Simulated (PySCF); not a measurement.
**Co(OH)₃: relaxation and vibrations of the quintet**

Where does quintet Co(OH)₃ go from a T-shaped start, is the end point a minimum, and what are its modes, charges and moments?

Computed with PySCF 2.14.0. Level: PBE0, basis Co def2-TZVP, O def2-TZVP, H def2-TZVP, no relativity, density fitting.

## Step 1: The starting structure

7 atoms, charge 0, spin multiplicity 5.

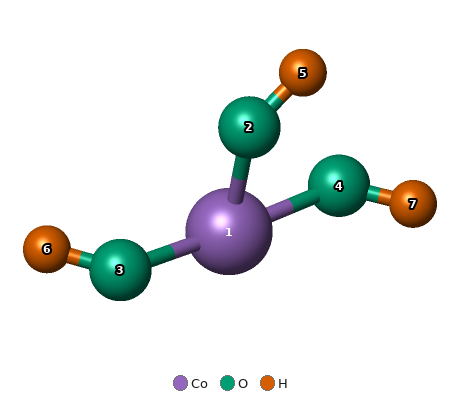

The starting geometry (cobalt purple, oxygen teal, hydrogen orange); atoms are numbered from 1 in the order of the file.

Z-matrix (Å, degrees; charge 0 multiplicity 5):
```
Co
O  1 1.7400
O  1 1.7400 2 88.00
O  1 1.7400 2 88.00 3 180.00
H  2 0.9600 1 130.00 3 180.00
H  3 0.9600 1 130.00 2 89.99
H  4 0.9600 1 130.00 2 89.99
```

## Step 2: First SCF at the start

The steps below are one call of a driver around PySCF. For each, scf.py gives the equivalent set-up of the SCF; relaxations use the driver's own optimiser. After this first run the driver tries any further starts and a stability analysis.

scf.py

```python
from pyscf import gto, scf, dft
mol = gto.M(atom='''
Co     0.000000     0.000000     0.000000
O      0.000000     0.000000     1.740000
O      1.738900     0.000000     0.060700
O     -1.738900     0.000000     0.060700
H     -0.735400     0.000000     2.357100
H      2.355600    -0.735400     0.082300
H     -2.355600     0.735400     0.082300''',
    basis={'Co': 'def2-TZVP', 'O': 'def2-TZVP', 'H': 'def2-TZVP'},
    charge=0, spin=4)
mf = dft.UKS(mol, xc='PBE0')
mf.grids.atom_grid = (50, 194)
aux = {'Co': 'def2-universal-JKFIT', 'O': 'def2-universal-JKFIT', 'H': 'def2-universal-JKFIT'}
mf = mf.density_fit(auxbasis=aux)
mf.conv_tol = 1e-08
mf.diis_space = 10
mf.max_cycle = 60
mf.init_guess = 'minao'
mf.verbose = 4
mf.kernel()
```

Started as:

```console
$ OMP_NUM_THREADS=4 python axn.py task.json out
```

Standard output, shortened:

```text
[... the frontier levels of the middle cycles are left out ...]
init E= -1608.89188615594
[... the frontier-level lines of each cycle are left out ...]
cycle= 1 E= -1591.27266031519  delta_E= 17.6  |g|= 5.58  |ddm|= 10.7
cycle= 2 E= -1504.05052144101  delta_E= 87.2  |g|= 17.4  |ddm|= 17.4
cycle= 3 E= -1570.97118905729  delta_E= -66.9  |g|= 12.3  |ddm|= 7.99
cycle= 4 E= -1584.07457044151  delta_E= -13.1  |g|= 10.1  |ddm|= 2.79
cycle= 5 E= -1593.87267438747  delta_E= -9.8  |g|= 7.87  |ddm|= 4.27
cycle= 6 E= -1593.66304612159  delta_E= 0.21  |g|= 7.18  |ddm|= 2.62
cycle= 7 E= -1599.76217313318  delta_E= -6.1  |g|=  6.2  |ddm|= 3.26
cycle= 8 E= -1602.58730550826  delta_E= -2.83  |g|=    5  |ddm|= 2.31
cycle= 9 E= -1603.0829178184  delta_E= -0.496  |g|= 4.66  |ddm|=  1.6
cycle= 10 E= -1605.30733472229  delta_E= -2.22  |g|= 3.83  |ddm|= 1.51
cycle= 11 E= -1608.39120540747  delta_E= -3.08  |g|= 2.31  |ddm|=  1.2
cycle= 12 E= -1591.2820524228  delta_E= 17.1  |g|= 5.44  |ddm|= 13.8
cycle= 13 E= -1606.94987091685  delta_E= -15.7  |g|= 3.32  |ddm|= 13.8
cycle= 14 E= -1607.71998648152  delta_E= -0.77  |g|= 2.81  |ddm|= 0.326
[... 14 cycles left out ...]
cycle= 29 E= -1609.85210952002  delta_E= -0.000193  |g|= 0.00322  |ddm|= 0.0323
cycle= 30 E= -1609.85223897346  delta_E= -0.000129  |g|= 0.00276  |ddm|= 0.0251
cycle= 31 E= -1609.85240607101  delta_E= -0.000167  |g|= 0.00224  |ddm|= 0.0465
cycle= 32 E= -1609.85247323247  delta_E= -6.72e-05  |g|= 0.00119  |ddm|= 0.0331
cycle= 33 E= -1609.85248609158  delta_E= -1.29e-05  |g|= 0.000608  |ddm|= 0.0109
cycle= 34 E= -1609.85249438265  delta_E= -8.29e-06  |g|= 0.000462  |ddm|= 0.0151
cycle= 35 E= -1609.85249526009  delta_E= -8.77e-07  |g|= 0.00038  |ddm|= 0.00272
cycle= 36 E= -1609.85249589461  delta_E= -6.35e-07  |g|= 0.00028  |ddm|= 0.00185
cycle= 37 E= -1609.85249627365  delta_E= -3.79e-07  |g|= 0.000202  |ddm|= 0.00126
cycle= 38 E= -1609.85249659834  delta_E= -3.25e-07  |g|= 0.000153  |ddm|= 0.00124
cycle= 39 E= -1609.85249688975  delta_E= -2.91e-07  |g|= 0.000124  |ddm|= 0.00137
cycle= 40 E= -1609.8524971308  delta_E= -2.41e-07  |g|= 6.33e-05  |ddm|= 0.00208
cycle= 41 E= -1609.852497164  delta_E= -3.32e-08  |g|= 4.54e-05  |ddm|= 0.000645
cycle= 42 E= -1609.85249716937  delta_E= -5.38e-09  |g|= 3.02e-05  |ddm|= 0.000152
Extra cycle  E= -1609.8524971709  delta_E= -1.53e-09  |g|= 7.62e-05  |ddm|= 8.02e-05
converged SCF energy = -1609.8524971709  <S^2> = 6.021428  2S+1 = 5.0085639
```

This step, with its further starts and checks, took 50 s on 4 threads of Arm Neoverse V2, shared host.

Energies from each starting density:

```
                      start   energy (Eh)
    the minimal-basis guess  -1609.852497
a thermally smeared density  -1609.852497
      a smeared PBE density  -1609.852497
```

No lower solution of this spin turned up from the other starts or in the test of internal stability.

## Step 3: Relaxation: T-shaped start, quintet

The program finds C1 symmetry in the start.

scf.py, as its differences from that of step 2:

```diff
@@ -3,7 +3,7 @@
-Co     0.000000     0.000000     0.000000
-O      0.000000     0.000000     1.740000
-O      1.738900     0.000000     0.060700
-O     -1.738900     0.000000     0.060700
-H     -0.735400     0.000000     2.357100
-H      2.355600    -0.735400     0.082300
-H     -2.355600     0.735400     0.082300''',
+Co     0.006741     0.000000    -0.293924
+O      0.006741    -0.000000     1.446076
+O      1.745641    -0.000000    -0.233224
+O     -1.732159     0.000000    -0.233224
+H     -0.728659    -0.000000     2.063176
+H      2.362341    -0.735400    -0.211624
+H     -2.348859     0.735400    -0.211624''',
@@ -19 +18,0 @@
-mf.init_guess = 'minao'
```

The optimiser's trace (not every step is listed):

```
step   energy (Eh)  change (kJ/mol)  largest gradient (Eh/bohr)
   0  -1609.852497             0.00                     0.05585
   1  -1609.871121           -48.90                     0.02896
   2  -1609.885952           -87.84                     0.02673
   3  -1609.892011          -103.74                     0.03475
   4  -1609.895536          -113.00                     0.02542
   5  -1609.899215          -122.66                     0.02447
   6  -1609.901273          -128.06                     0.01390
   7  -1609.903238          -133.22                     0.00876
   8  -1609.904107          -135.50                     0.01000
   9  -1609.904855          -137.46                     0.00891
  10  -1609.905432          -138.98                     0.00972
  12  -1609.906306          -141.27                     0.00262
  14  -1609.907056          -143.24                     0.00795
  16  -1609.907561          -144.57                     0.01053
  18  -1609.908063          -145.89                     0.00287
  20  -1609.908307          -146.53                     0.00278
  22  -1609.908379          -146.72                     0.00151
  24  -1609.908449          -146.90                     0.00173
  26  -1609.908500          -147.03                     0.00127
  28  -1609.908523          -147.10                     0.00085
  30  -1609.908535          -147.13                     0.00086
  32  -1609.908558          -147.19                     0.00114
  33  -1609.908574          -147.23                     0.00113
  34  -1609.908585          -147.26                     0.00069
  35  -1609.908591          -147.27                     0.00124
  36  -1609.908593          -147.28                     0.00067
  37  -1609.908597          -147.29                     0.00047
  38  -1609.908598          -147.29                     0.00025
```

The walk took 3.7 min.

Geometry (Å) and forces (eV/Å) at some steps:

```
step 0
Co   0.007   0.000  -0.294  -0.171   0.055   0.586
O    0.007   0.000   1.446   0.886   0.039   2.872
O    1.746   0.000  -0.233   0.883  -0.218  -1.409
O   -1.732   0.000  -0.233  -1.210   0.123  -1.500
H   -0.729   0.000   2.063  -0.414  -0.035  -0.457
H    2.362  -0.735  -0.212  -0.088   0.170  -0.034
H   -2.349   0.735  -0.212   0.113  -0.135  -0.057
step 1
Co   0.010   0.001  -0.241  -0.229   0.043   1.489
O    0.031   0.011   1.552   0.511   0.015   1.044
O    1.769  -0.005  -0.320  -0.055  -0.047  -1.101
O   -1.757   0.002  -0.316   0.021  -0.042  -1.069
H   -0.757  -0.009   2.103  -0.241  -0.019  -0.374
H    2.377  -0.738  -0.224  -0.024   0.033   0.024
H   -2.361   0.739  -0.229   0.019   0.017  -0.013
step 19
Co  -0.026  -0.043   0.135   0.005  -0.045  -0.018
O    0.031  -0.089   1.894   0.105   0.001  -0.075
O    1.480  -0.283  -0.748   0.182  -0.044   0.143
O   -1.491   0.223  -0.809  -0.227   0.194   0.133
H   -0.670   0.024   2.532  -0.117   0.024   0.068
H    2.281  -0.447  -0.232  -0.176   0.036  -0.144
H   -2.294   0.616  -0.446   0.229  -0.166  -0.108
step 38
Co   0.004  -0.004   0.142  -0.007  -0.008   0.003
O    0.016  -0.057   1.903   0.008   0.000  -0.007
O    1.489  -0.303  -0.752   0.001   0.008  -0.006
O   -1.455   0.327  -0.791   0.013  -0.001  -0.007
H   -0.732   0.021   2.495  -0.006   0.005   0.006
H    2.302  -0.487  -0.273   0.005  -0.004   0.003
H   -2.312   0.504  -0.397  -0.013   0.000   0.007
```

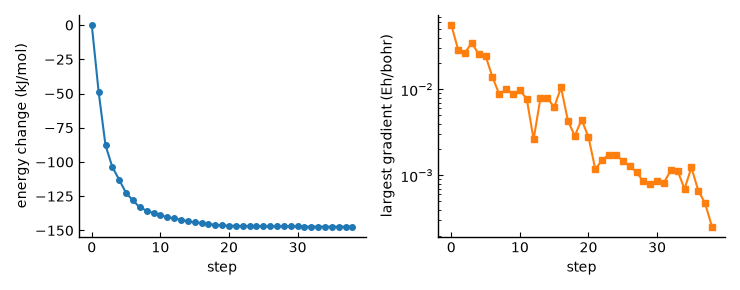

Energy and largest gradient along the walk.

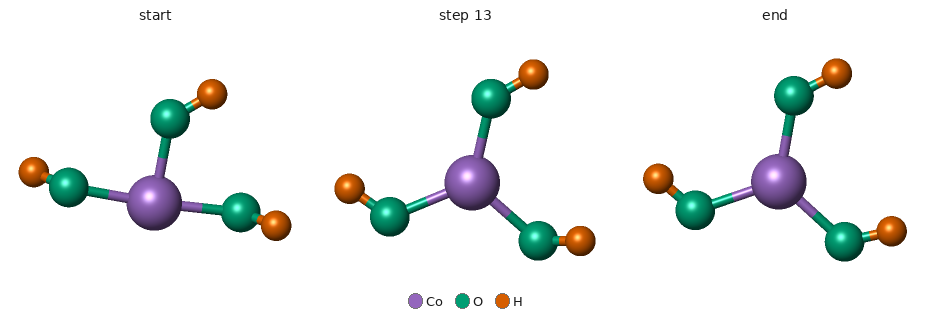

Start and end of the relaxation, with a step between.

It settles in C1 symmetry, 147.3 kJ/mol below the start, after 38 steps: Co–O 1.760 Å, Co–O 1.762 Å (×2), O–H 0.958 Å (×2), O–H 0.961 Å; Co–O–H 119.5°, Co–O–H 123.8°, Co–O–H 127.6°, O–Co–O 117.5°, O–Co–O 119.8°, O–Co–O 122.7°.

## Step 4: Vibrations and properties at this point

On the finer grid the gradient is checked again; gradients at displacements of ±0.02 bohr then give force constants and infrared intensities.

scf.py, as its differences from that of step 3:

```diff
@@ -3,7 +3,7 @@
-Co     0.006741     0.000000    -0.293924
-O      0.006741    -0.000000     1.446076
-O      1.745641    -0.000000    -0.233224
-O     -1.732159     0.000000    -0.233224
-H     -0.728659    -0.000000     2.063176
-H      2.362341    -0.735400    -0.211624
-H     -2.348859     0.735400    -0.211624''',
+Co     0.000053     0.000104    -0.002907
+O      0.011514    -0.072047     1.757229
+O      1.488987    -0.280839    -0.897274
+O     -1.454064     0.346064    -0.936844
+H     -0.727545     0.061419     2.352275
+H      2.300419    -0.472187    -0.419195
+H     -2.313254     0.513087    -0.544586''',
@@ -13 +13 @@
-mf.grids.atom_grid = (50, 194)
+mf.grids.atom_grid = (75, 302)
@@ -16 +16 @@
-mf.conv_tol = 1e-08
+mf.conv_tol = 1e-10
```

The driver hands on the density of the step before, so the log starts near convergence.

Log of the central SCF (cycles and frontier levels):

```text
init E= -1609.90845261439
[... the frontier-level lines of each cycle are left out ...]
cycle= 1 E= -1609.90845261365  delta_E= 7.39e-10  |g|= 5.65e-05  |ddm|= 2.51e-05
cycle= 2 E= -1609.90845260225  delta_E= 1.14e-08  |g|= 0.000223  |ddm|= 9.58e-05
cycle= 3 E= -1609.90845261444  delta_E= -1.22e-08  |g|= 7.29e-06  |ddm|= 7.59e-05
cycle= 4 E= -1609.90845261447  delta_E= -2.73e-11  |g|= 1.3e-06  |ddm|= 3.83e-06
Extra cycle  E= -1609.90845261447  delta_E= 6.82e-12  |g|= 2.34e-06  |ddm|= 3.04e-06
converged SCF energy = -1609.90845261447  <S^2> = 6.0176302  2S+1 = 5.0070471
```

The whole step took 7.3 min.

Geometry: Cs; Co–O 1.759 Å, Co–O 1.762 Å (×2), O–H 0.959 Å (×3); Co–O–H 119.6°, Co–O–H 123.8°, Co–O–H 127.6°, O–Co–O 117.4°, O–Co–O 119.7°, O–Co–O 122.9°.

Modes, for the most abundant isotopes:

```json
{"symmetry": "a''", "ω (cm⁻¹)": "123", "IR (km/mol)": "66.8", "μ (u)": "1.38"}
{"symmetry": "a'", "ω (cm⁻¹)": "138", "IR (km/mol)": "12.1", "μ (u)": "5.03"}
{"symmetry": "a'", "ω (cm⁻¹)": "169", "IR (km/mol)": "1.1", "μ (u)": "5.66"}
{"symmetry": "a''", "ω (cm⁻¹)": "203", "IR (km/mol)": "18.9", "μ (u)": "1.94"}
{"symmetry": "a''", "ω (cm⁻¹)": "251", "IR (km/mol)": "94.7", "μ (u)": "1.39"}
{"symmetry": "a''", "ω (cm⁻¹)": "361", "IR (km/mol)": "169", "μ (u)": "1.20"}
{"symmetry": "a'", "ω (cm⁻¹)": "494", "IR (km/mol)": "217", "μ (u)": "1.20"}
{"symmetry": "a'", "ω (cm⁻¹)": "559", "IR (km/mol)": "83.0", "μ (u)": "1.33"}
{"symmetry": "a'", "ω (cm⁻¹)": "659", "IR (km/mol)": "121", "μ (u)": "1.67"}
{"symmetry": "a'", "ω (cm⁻¹)": "665", "IR (km/mol)": "16.6", "μ (u)": "2.79"}
{"symmetry": "a'", "ω (cm⁻¹)": "720", "IR (km/mol)": "134", "μ (u)": "7.62"}
{"symmetry": "a'", "ω (cm⁻¹)": "747", "IR (km/mol)": "90.3", "μ (u)": "4.67"}
{"symmetry": "a'", "ω (cm⁻¹)": "3883", "IR (km/mol)": "166", "μ (u)": "1.07"}
{"symmetry": "a'", "ω (cm⁻¹)": "3907", "IR (km/mol)": "107", "μ (u)": "1.07"}
{"symmetry": "a'", "ω (cm⁻¹)": "3920", "IR (km/mol)": "152", "μ (u)": "1.07"}
```

μ is the mass of the mode for normalised Cartesian displacements, not the reduced mass of the usual diatomic formula.

No imaginary mode, so this is a minimum.

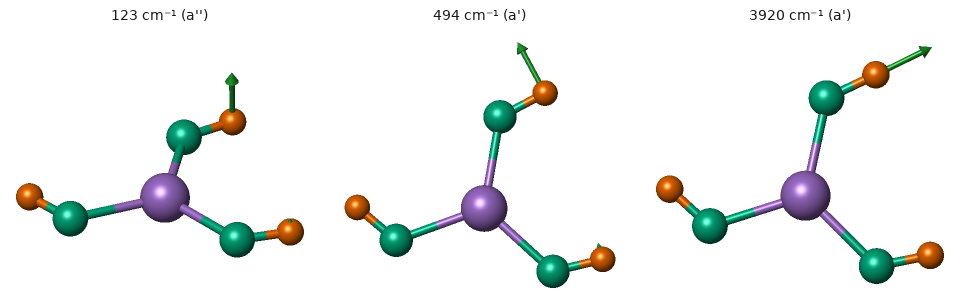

How the atoms move in 3 of the modes.

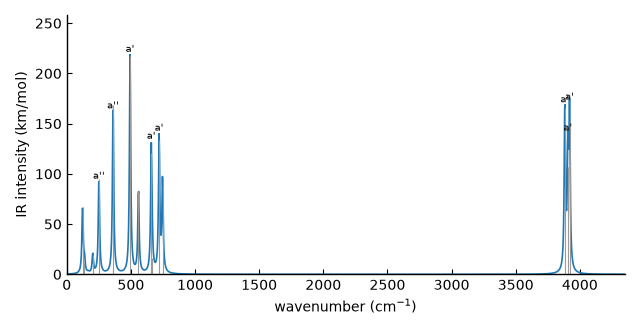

The harmonic infrared spectrum (widths in cm⁻¹). Lines are broadened to a width of 12 cm⁻¹ (Lorentzian).

Constants and moments:

| Quantity | Value |
| --- | --- |
| Dipole moment | 2.66 D |
| Highest occupied level | -8.42 eV |
| Lowest empty level | -3.30 eV |
| Rotational constants | 0.2044, 0.2003, 0.1012 cm⁻¹ |
| Zero-point energy | 100.5 kJ/mol |
| Principal polarisabilities | 23.8, 50.2, 57.9 bohr³ |
| Atomisation energy without zero-point energy | 2264 kJ/mol |
| Principal traceless quadrupole moments about the centre of mass | -8.78, -2.28, 11.06 D Å |
| Entropy at 298.15 K and 1 bar (electronic part: spin only) | 353.2 J/(mol K) |
| Heat capacity Cp at 298.15 K | 102.7 J/(mol K) |
| Enthalpy at 298.15 K above 0 K | 21.01 kJ/mol |
| Rotational symmetry number | 1 |
| Spin squared ⟨S²⟩ | 6.018 |

Charges (e) and bond orders:

| atom | Mulliken | Löwdin | polar tensor | spin (Mulliken) | Mayer order to Co1 |
| --- | --- | --- | --- | --- | --- |
| Co1 | 1.02 | 0.43 | 1.47 | 2.98 | – |
| O2 | -0.69 | -0.32 | -0.81 | 0.32 | 1.02 |
| O3 | -0.65 | -0.29 | -0.78 | 0.34 | 1.06 |
| O4 | -0.66 | -0.30 | -0.79 | 0.33 | 1.03 |
| H5 | 0.33 | 0.16 | 0.31 | 0.01 | 0.03 |
| H6 | 0.33 | 0.17 | 0.30 | 0.01 | 0.02 |
| H7 | 0.32 | 0.16 | 0.30 | 0.01 | 0.02 |

Mulliken populations on Co1: s 6.44, p 12.40, d 7.14, f 0.00.

## Step 5: What came out

| quantity | value |
| --- | --- |
| minimum | quintet, Cs |
| geometry | Co–O 1.759 Å, Co–O 1.762 Å (×2), O–H 0.959 Å (×3); Co–O–H 119.6°, Co–O–H 123.8°, Co–O–H 127.6°, O–Co–O 117.4°, O–Co–O 119.7°, O–Co–O 122.9° |
| wavenumbers (cm⁻¹) | 123 (a''), 138 (a'), 169 (a'), 203 (a''), 251 (a''), 361 (a''), 494 (a'), 559 (a'), 659 (a'), 665 (a'), 720 (a'), 747 (a'), 3883 (a'), 3907 (a'), 3920 (a') |
| dipole moment | 2.66 D |
| highest occupied, lowest empty level (either spin) | -8.42, -3.30 eV |
| polar-tensor charge of Co1 | +1.47 e |
| zero-point energy | 100.5 kJ/mol |
| entropy at 298.15 K | 353.2 J/(mol K) |
| atomisation energy (no zero-point energy) | 2264 kJ/mol |
| ⟨S²⟩ | 6.018 |

**Reading.** From C1 at the start the molecule goes to a Cs minimum. In the infrared the band at 494 cm⁻¹ (a') leads. Most of the spin sits on Co1 (Mulliken spin 2.98, against 4 for the whole molecule). Only this shape and spin were tried, so other structures or states may lie lower. One determinant may miss the lowest occupation of an open d or f shell.

The search up to here took 12 min.
